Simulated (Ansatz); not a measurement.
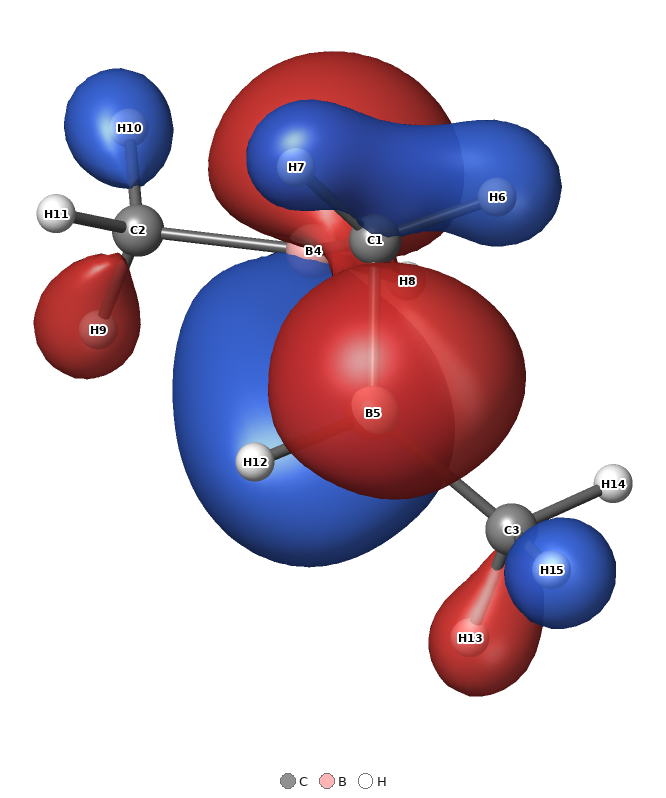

Figure. C3H10B2 (SMILES CBCBC). One frontier orbital at ±0.1 Å⁻³ᐟ² (blue and red are the two phases), seen at an oblique angle.

Geometry: PBE-D3(BJ)/def2-SVP.

Computed with isolated molecule in a Gaussian basis; Kohn-Sham density functional theory, functional PBE0 in Ansatz.

```xyz
15

C    -0.3711   -0.4895    1.4525
C     0.4827   -2.5043    3.1464
C     1.1726    1.8044    1.5405
B     0.6748   -1.5728    1.9018
B     0.1222    0.8228    2.1626
H    -0.3099   -0.3550    0.3517
H    -1.3866   -0.7639    1.8045
H     1.7133   -1.6750    1.2616
H     1.3761   -2.4612    3.8084
H     0.4611   -3.5602    2.7896
H    -0.4286   -2.3218    3.7492
H    -0.3102    1.0762    3.2795
H     2.0094    1.9742    2.2547
H     1.5888    1.5068    0.5580
H     0.6999    2.8081    1.4349
```

**Which orbital is it: HOMO or LUMO?**

The LUMO, at −1.57 eV. It lies mainly on B5 (about 30 %), B4 (about 30 %) and C1 (about 10 %).
